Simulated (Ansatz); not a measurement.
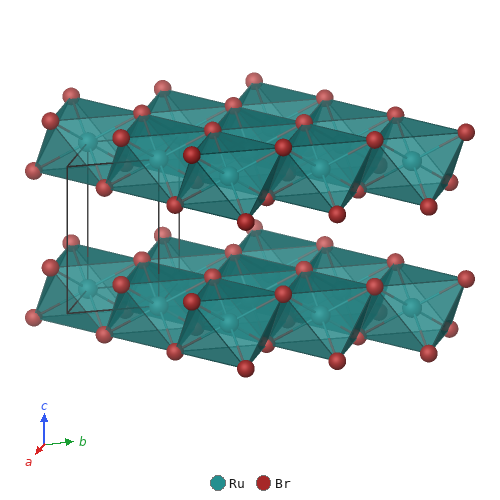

Polyhedra are drawn about Ru (bonds: Br–Ru below 2.8 Å); other atoms are plain spheres.

RuBr₂ (space group P-3m1, No. 164): the geometry relaxed at fixed volume with DFT PBEsol, scalar-relativistic, plane waves, PAW in Ansatz; the starting structure was generated, so it need not be a known form of this composition.

Sharing among the drawn polyhedra:

| site | polyhedron | corner-sharing neighbours | edge-sharing | face-sharing | bond (Å) |
| --- | --- | --- | --- | --- | --- |
| Ru | RuBr6 octahedron | 0 | 6 | 0 | 2.51 |

They form layers of edge-sharing octahedra parallel to (001).
